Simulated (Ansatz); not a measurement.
# AlNi (rocksalt type): how the settings move a single-point run

Aim: see which settings change the result for AlNi (rocksalt type), by how much, and at what cost.

Method: reference: DFT, LDA, all-electron LAPW, scalar-relativistic, in Ansatz 0.2.0.

## (1) The structure to begin with

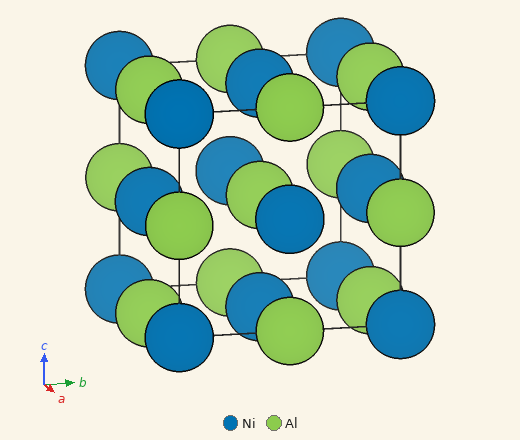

The starting structure, seen slightly off an axis (nickel blue, aluminium green). Atoms on the faces are drawn again on the opposite ones. The cell drawn here is the conventional one.

Structure file:

```
CELL_PARAMETERS angstrom
0.00000 2.37465 2.37465
2.37465 0.00000 2.37465
2.37465 2.37465 0.00000
ATOMIC_POSITIONS crystal
Ni 0.00000 0.00000 0.00000
Al 0.50000 0.50000 0.50000
```

## (2) The reference run

input.yaml reads:

```yaml
crystal:
  lattice:
    - [0.0, 2.374654613, 2.374654613]
    - [2.374654613, 0.0, 2.374654613]
    - [2.374654613, 2.374654613, 0.0]
  atoms:
    - { symbol: Ni, position: [0.0, 0.0, 0.0] }
    - { symbol: Al, position: [0.5, 0.5, 0.5] }
kpoints:
  mp_grid: { grid: [15, 15, 15] }
  band_path:
    path:
      - [0.0, 0.0, 0.0]
      - [0.5, 0.0, 0.5]
      - [0.625, 0.25, 0.625]
      - [0.375, 0.375, 0.75]
      - [0.0, 0.0, 0.0]
      - [0.5, 0.5, 0.5]
      - [0.5, 0.25, 0.75]
      - [0.5, 0.0, 0.5]
    npoints: 14
scf:
  occupations: { method: fermi_dirac, width: 0.1 }
hamiltonian:
  xc: lda
  pseudopotentials: { kind: all_electron, lapw: { basis_error: 0.001 } }
output:
  forces: true
  stress: true
  eigenvalues: true
  populations: true
  dos: { projected: true, de: 0.2, e_range: [-14, 8] }
```

The run is started by

```console
ansatz run input.yaml --threads 1 --pin off --max-ram 2048MiB --backend cpu --events-out ev --progress --plain --runs-dir out
```

The main lines of its log:

```text
[...]
Basis set: ecut = 289.6422036239571 eV, 307 PW (Γ), exchange–correlation at level 2
[...]
k-points: 120 of 3375
[...]
SCF iter   1: F=—  HF=-47900.592450 eV  |F-HF|=—  |Δ(HF+E_count)|=         —  Δρ=5.71e-2  dr2=1.21e0  ethr=4.18e-3  ⟨swp⟩=2.0  Hψ=14953  notcnv=0
preconditioner: auto → Kerker (q_TF=auto, 2.765 Å⁻¹)  [metal: Δε(μ)=0.044 eV  Ē_g=9.723 eV  σ=0.100 eV  W_gap=0.11  n_scr=14 (ndim 8)  ℏωp=25.9 eV  f_vac=0.000  D(μ)=0.57/eV (n_scr^D=0)]
SCF iter   2: F=—  HF=-47903.060916 eV  |F-HF|=—  |Δ(HF+E_count)|=    2.47e0  Δρ=7.78e-2  dr2=1.80e0  ethr=4.18e-3  ⟨swp⟩=3.0  Hψ=7228  notcnv=0  recentre
[...]
SCF iter   9: F=—  HF=-47899.666189 eV  |F-HF|=—  |Δ(HF+E_count)|=   1.62e-6  Δρ=1.72e-5  dr2=7.90e-8  ethr=1.21e-8  ⟨swp⟩=2.0  Hψ=6098  notcnv=0
SCF iter  10: F=-47899.666189 eV  HF=-47899.666189 eV  |F-HF|=3.02e-8  |Δ(HF+E_count)|=   4.65e-8  Δρ=4.20e-6  dr2=4.51e-9  ethr=2.72e-10  ⟨swp⟩=2.0  Hψ=6098  notcnv=0
[...]
SCF converged after 10 iterations
Free energy (F): -47899.666189 eV
[...]
E sigma→0 (E₀):  -47899.653512 eV
[...]
Fermi energy:    12.937566 eV
[...]
  P = ⅓ Tr σ = -0.1061 GPa (-1.061 kbar)
[...]
```

Run time: 16 s. Hardware: 1 thread of Intel Xeon Platinum 8559C (Emerald Rapids), shared host; peak memory 0.48 GiB.

## (3) Changed: mixing.algorithm broyden, mixing.beta 0.9, mixing.ndim 8

input.yaml, as its differences from that of step 2:

```diff
@@ -23,2 +23,3 @@
   occupations: { method: fermi_dirac, width: 0.1 }
+  mixing: { algorithm: broyden, beta: 0.9, ndim: 8 }
 hamiltonian:
@@ -31,2 +32 @@
   populations: true
-  dos: { projected: true, de: 0.2, e_range: [-14, 8] }
```

The run is started by

```console
ansatz run input.yaml --threads 1 --pin off --max-ram 2048MiB --backend cpu --events-out ev --progress --plain --runs-dir out
```

Output:

```text
Ni: projections on atomic orbitals take those of the free atom 1s2 2s2 2p6 3s2 3p6 3d8 4s2, of charge +0.00 (hamiltonian.pseudopotentials.projection_atoms)
Al: projections on atomic orbitals take those of the free atom 1s2 2s2 2p6 3s2 3p1, of charge +0.00 (hamiltonian.pseudopotentials.projection_atoms)
LAPW: plane waves up to 8.719 Å⁻¹, error target 1.0e-3 eV per atom; small_component_spin mean_spin; Al in spheres of 1.093 Å, 11 of its electrons in bands, Dirac shells []; Ni in spheres of 1.282 Å, 18 of its electrons in bands, Dirac shells []
Engine: ansatz 0.2.0
Pseudopotentials: kind: all_electron
Pseudopotential: Ni, LAPW, valence charge 18, Koelling and Harmon's equation, gaussian nucleus
Pseudopotential: Al, LAPW, valence charge 11, Koelling and Harmon's equation, gaussian nucleus
Functional definition: SPW92
  exchange = slater_x
  correlation = pw_c
Crystal: 2 atoms, lattice volume = 26.781 Å³
Basis set: ecut = 289.6422036239571 eV, 307 PW (Γ), exchange–correlation at level 2
Bands: 19, of which v1, the nominal top of the filled ones, is band 15 counted from 1 (14 counted from 0)
Symmetry: 48 space group operations
Space group: Fm-3m (ITA 225), of the structure as read, at distance tolerance 3.0e-5 Å
k-points: 120 of 3375
Non-local potential: Ni, projectors of the file, none
Non-local potential: Al, projectors of the file, none
Initial density: superposition of atomic densities (chi_scale 0.1, normalization cell, long waves kept (reshape's long-wave potential 0.00 eV rms))
Initial wavefunctions: plane waves of lowest kinetic energy (no species holds an atomic orbital)
Functional: x = slater, c = lda
iter 1 solved again at ethr=4.18e-3 eV; its pass at ethr=1.00e-1 eV (dr2=1.21e0 eV) is discarded
SCF iter   1: F=—  HF=-47900.592450 eV  |F-HF|=—  |Δ(HF+E_count)|=         —  Δρ=5.71e-2  dr2=1.21e0  ethr=4.18e-3  ⟨swp⟩=2.0  Hψ=14953  notcnv=0
preconditioner: auto → Kerker (q_TF=auto, 2.765 Å⁻¹)  [metal: Δε(μ)=0.044 eV  Ē_g=9.723 eV  σ=0.100 eV  W_gap=0.11  n_scr=14 (ndim 8)  ℏωp=25.9 eV  f_vac=0.000  D(μ)=0.57/eV (n_scr^D=0)]
SCF iter   2: F=—  HF=-47916.602185 eV  |F-HF|=—  |Δ(HF+E_count)|=    1.60e1  Δρ=2.11e-1  dr2=1.45e1  ethr=4.18e-3  ⟨swp⟩=3.1  Hψ=7780  notcnv=0  κ⁻¹=1.0e0(r=1)
SCF iter   3: F=—  HF=-47899.933687 eV  |F-HF|=—  |Δ(HF+E_count)|=    1.67e1  Δρ=3.11e-2  dr2=3.74e-1  ethr=4.18e-3  ⟨swp⟩=3.0  Hψ=7631  notcnv=0  κ⁻¹=2.2e-4(r=2)
iter 4 solved again at ethr=1.15e-4 eV; its pass at ethr=1.29e-3 eV (dr2=3.33e-2 eV) is discarded
SCF iter   4: F=—  HF=-47899.678707 eV  |F-HF|=—  |Δ(HF+E_count)|=   2.55e-1  Δρ=8.72e-3  dr2=3.32e-2  ethr=1.15e-4  ⟨swp⟩=2.0  Hψ=11044  notcnv=0  κ⁻¹=2.4e-5(r=3)
SCF iter   5: F=—  HF=-47899.675115 eV  |F-HF|=—  |Δ(HF+E_count)|=         —  Δρ=5.51e-3  dr2=8.90e-3  ethr=1.15e-4  ⟨swp⟩=2.0  Hψ=6195  notcnv=0  κ⁻¹=2.4e-5(r=3)
the basis was enlarged: its passes take 85.7 KiB over the memory plan, 1 of 1 planned eigensolver slots
SCF iter   6: F=—  HF=-47899.666394 eV  |F-HF|=—  |Δ(HF+E_count)|=   8.72e-3  Δρ=8.93e-4  dr2=2.38e-4  ethr=3.07e-5  ⟨swp⟩=2.0  Hψ=6098  notcnv=0  κ⁻¹=5.4e-7(r=4)
SCF iter   7: F=—  HF=-47899.666362 eV  |F-HF|=—  |Δ(HF+E_count)|=   3.28e-5  Δρ=7.94e-4  dr2=2.12e-4  ethr=8.22e-7  ⟨swp⟩=2.7  Hψ=6206  notcnv=0  κ⁻¹=2.1e-7(r=5)
SCF iter   8: F=—  HF=-47899.666190 eV  |F-HF|=—  |Δ(HF+E_count)|=   1.72e-4  Δρ=3.90e-5  dr2=4.96e-7  ethr=7.31e-7  ⟨swp⟩=2.0  Hψ=6098  notcnv=0  κ⁻¹=3.0e-9(r=6)
SCF iter   9: F=—  HF=-47899.666190 eV  |F-HF|=—  |Δ(HF+E_count)|=   2.43e-9  Δρ=3.92e-5  dr2=5.97e-7  ethr=1.71e-9  ⟨swp⟩=2.4  Hψ=6153  notcnv=0  κ⁻¹=2.9e-10(r=7)
SCF iter  10: F=-47899.666189 eV  HF=-47899.666189 eV  |F-HF|=2.07e-8  |Δ(HF+E_count)|=   3.46e-7  Δρ=5.57e-6  dr2=1.03e-8  ethr=1.71e-9  ⟨swp⟩=2.0  Hψ=6098  notcnv=0
SCF 1 converged in 10 iterations: F = -47899.666189 eV  dr2 = 1.03e-8
NSCF: frozen V_eff on 99 k-points
SCF converged after 10 iterations
Stability not checked: this state was not tested for a lower state beside it, because the mixer in use, unlike msr1, does not test its closes by its own steps (another_mixer; see scf.mixing.algorithm and scf.lower_state_search)
Free energy (F): -47899.666189 eV
Harris-Foulkes:  -47899.666189 eV  (|F-HF|=2.07e-8)
Internal energy: -47899.640836 eV  (E = F + TS)
E sigma→0 (E₀):  -47899.653513 eV
Entropy (-TS):   -0.025353 eV (-12.677 meV/atom)
Fermi energy:    12.937461 eV
--- Per-component energies (eV) ---
  E_band       = -835.127559
  E_kinetic    = 48550.145692
  E_xc         = -2146.537800
  E_electrostatic = -94303.248728  (all electrons and nuclei)
  E_smearing   = -0.025353  (= −TS)
  E_closure    = 0.000000  (closes the sum)
  E_atoms      = -47887.135896  (free atoms, spherical and without spin; not in F)
  Σ components = -47899.666189   (vs F -47899.666189, Δ=0.00e0)
  Basis errors (estimates in eV, not in F): energy 3.8e-4 per atom: plane waves 3.3e-4 (1.8e-4 summed), levels above the bands 3.0e-41, relativity 4.0e-9, radial functions 4.4e-5, core shells 1.3e-10; eigenvalues (radial functions only) 1.5e-6; not estimated: angular momenta, meshes, grids; target (lapw.basis_error) 1.0e-3; muffin-tin radii Al 1.093 Å, Ni 1.282 Å
--- Forces (eV/Å), atoms counted from 1 ---
  atom   1  Ni    -0.00000000     0.00000000    -0.00000000
  atom   2  Al     0.00000000    -0.00000000     0.00000000
  max |Σ_I F_I| component: 2.27e-31 eV/Å
--- Stress (GPa, compression-positive) ---
       -0.105637      -0.000000      -0.000000
       -0.000000      -0.105637      -0.000000
       -0.000000      -0.000000      -0.105637
  P = ⅓ Tr σ = -0.1056 GPa (-1.056 kbar)
--- Band table (eV; the first three rows and the last of 120) ---
  k-point 0: bands = ["-89.3520", "-89.0644", "-51.2704", "-51.2704", "-51.2704", "-50.2030", "-50.2030", "-50.2030", "2.7495", "10.6941", "10.6941", "10.6941", "10.7471", "10.7471", "19.9635", "19.9635", "19.9635", "23.8072", "23.8072"]
  k-point 1: bands = ["-89.3519", "-89.0644", "-51.2703", "-51.2702", "-51.2702", "-50.2034", "-50.2031", "-50.2031", "2.8398", "10.6617", "10.6996", "10.6996", "10.7457", "10.7457", "19.2956", "19.9254", "19.9254", "23.3869", "23.9655"]
  k-point 2: bands = ["-89.3516", "-89.0647", "-51.2703", "-51.2700", "-51.2700", "-50.2045", "-50.2037", "-50.2037", "3.1095", "10.5634", "10.6457", "10.6457", "10.8136", "10.8136", "17.8250", "19.8358", "19.8358", "23.0306", "24.3126"]
  k-point 119: bands = ["-89.3492", "-89.0664", "-51.2749", "-51.2744", "-51.2687", "-50.2086", "-50.2048", "-50.2047", "8.3324", "9.4818", "9.5474", "10.3173", "11.5813", "12.1375", "12.5945", "12.8873", "14.0398", "23.3047", "24.6995"]
--- Löwdin populations: 2 sites ---
  site symbol       q [e]
     0     Ni     27.5588
     1     Al     13.3089
  spilling = 0.003228 (of n_electrons = 41.000000)
```

Run time: 16 s. Hardware: 1 thread of Intel Xeon Platinum 8559C (Emerald Rapids), shared host; peak memory 0.47 GiB.

Energy and cycle count are those of the reference, so the change (mixing) left the result and the number of cycles as they were.

## (4) Comparison

```csv
run,ending,energy change,pressure (GPa),gap (eV),force (eV/Å),cycles,time
reference,converged,0,-0.1,0.00,0.00,10,16 s
"1: mixing.algorithm broyden, mixing.beta 0.9, mixing.ndim 8",converged,0.0 meV/atom,-0.1,0.00,0.00,10,16 s
```

Times don't compare one to one where runs were asked for different outputs or read a saved state (see the inputs); cycles may leave out searches for a lower state.

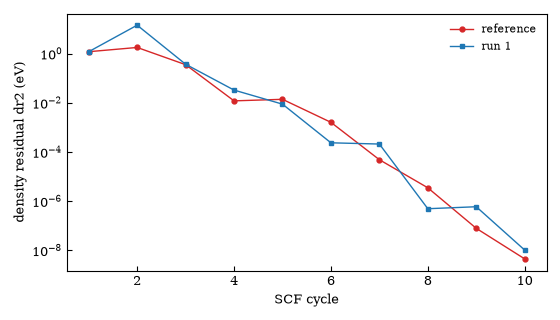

Residual by cycle in the longest SCF loop of each run; runs are numbered as in the table.

What this shows: Energy and cycle count are those of the reference, so the change (mixing) left the result and the number of cycles as they were.
